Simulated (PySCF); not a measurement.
# AlHBr (SMILES [AlH][Br]) at U-r2SCAN/STO-3G

What is the vertical ionisation energy of AlHBr at U-r2SCAN/STO-3G? Input form: a Python script.

The results are computed with PySCF 2.14.0.

41 further runs of the same task are left out: 30 for a known fault of the program, 11 set aside as unsound or not needed.

### Step 1. The structure to begin with

AlHBr: 3 atoms, total charge 0, spin state doublet. SMILES: `[AlH][Br]`. Geometry: relaxed at PBE0-D4/def2-TZVP.

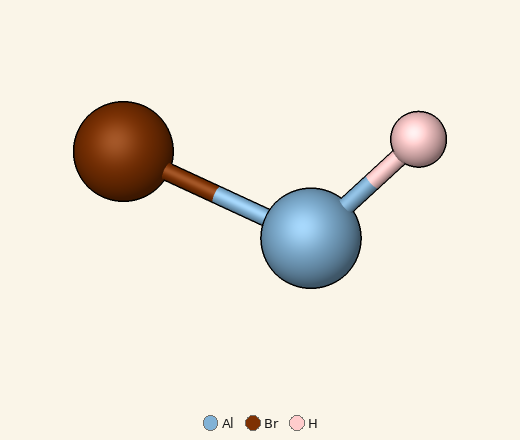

Viewed from a chosen angle; aluminium light blue, bromine brown, hydrogen pink.

### Step 2. A single-point energy at U-r2SCAN/STO-3G

Input file input.py:

```python
# [AlH][Br]
from pyscf import gto, dft

mol = gto.Mole()
mol.atom = 'Al -0.296700 -0.628000 -0.239100; Br 1.584500 0.008600 0.871100; H -1.298900 0.554600 -0.645300'
mol.spin = 1
mol.charge = 0
mol.max_memory = 1860
mol.basis = 'sto-3g'
mol.verbose = 3
mol.build()

mf = dft.UKS(mol, xc='r2scan')
mf.conv_tol = 1e-10
mf.grids.level = 5
mf.kernel()
if not mf.converged:
    mf = mf.newton().run(mf.mo_coeff, mf.mo_occ)

etot = mf.e_tot
print('Final energy', etot)
```

On the command line:

```sh
$ OMP_NUM_THREADS=1 python input.py
```

Standard output:

```text
WARN: HOMO -0.20575237302532 >= LUMO -0.205752373025317

converged SCF energy = -2786.1540439894  <S^2> = 0.7536929  2S+1 = 2.0036895
Final energy -2786.1540439893984
```

It took 5.7 s on 1 thread of Arm Neoverse V2, shared host; peak memory 0.23 GiB.

### Step 3. The singlet cation

Input file input.py:

```python
from pyscf import gto, dft

mol = gto.M(
    atom='''
Al  -0.296700  -0.628000  -0.239100
Br   1.584500   0.008600   0.871100
H   -1.298900   0.554600  -0.645300
''',
    spin=0,
    verbose=3,
    charge=1,
    max_memory=1860,
    basis='sto-3g',
)

ks = dft.RKS(mol, xc='r2scan')
ks.grids.level = 5
ks.conv_tol = 1e-10
ks.kernel()
if not ks.converged:
    ks = ks.newton().run(ks.mo_coeff, ks.mo_occ)

energy = ks.e_tot
print('E(%s) = %.9f' % ('R2SCAN', energy))
```

On the command line:

```sh
$ OMP_NUM_THREADS=1 python input.py
```

Standard output:

```text
converged SCF energy = -2785.96223174557
E(R2SCAN) = -2785.962231746
```

Wall time 3.6 s (1 thread of Arm Neoverse V2, shared host); peak memory 0.22 GiB.

### Step 4. Summary of results

Level: U-r2SCAN/STO-3G.

| quantity | value |
| --- | --- |
| doublet AlHBr: total energy | -2786.15404 Eh |
| doublet AlHBr: dipole moment | 3.14 D |
| doublet AlHBr: HOMO energy (highest over α and β) | -1.41 eV |
| doublet AlHBr: LUMO energy (lowest over α and β) | 1.26 eV |
| doublet AlHBr: ⟨S²⟩ | 0.754 |
| singlet cation: total energy | -2785.96223 Eh |
| singlet cation: HOMO energy | -11.03 eV |
| singlet cation: LUMO energy | -8.71 eV |
| singlet cation: HOMO–LUMO gap | 2.32 eV |
| vertical ionisation energy (to the singlet cation) | 5.219 eV |

The vertical ionisation energy comes to 5.22 eV (504 kJ/mol). Only the singlet of the ionised species was computed; a triplet could lie lower. In a minimal basis such a difference can be off by several eV, whatever the method. Mulliken charges (doublet AlHBr) run from -0.35 on Br2 to +0.58 on Al1; they depend strongly on the basis.
